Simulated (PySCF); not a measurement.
```xyz
6
charge 0, multiplicity 1
C    -1.0511   -1.0268   -0.3503
Si    0.8359    0.9665    0.8772
N    -0.2592   -0.2757    0.0062
H    -1.8059   -1.7211   -0.6475
H     0.8588    1.8207   -0.3740
H     2.0530    0.1291    0.5377
```

Describe the molecule in this file.

Formula CH₃NSi. The point group is Cs. Coordination, clear cases only: 1 C linear; 1 Si trigonal pyramidal.

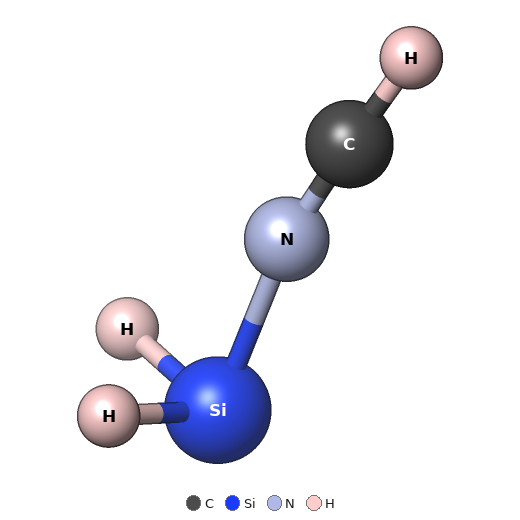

Source: calculation with PySCF.
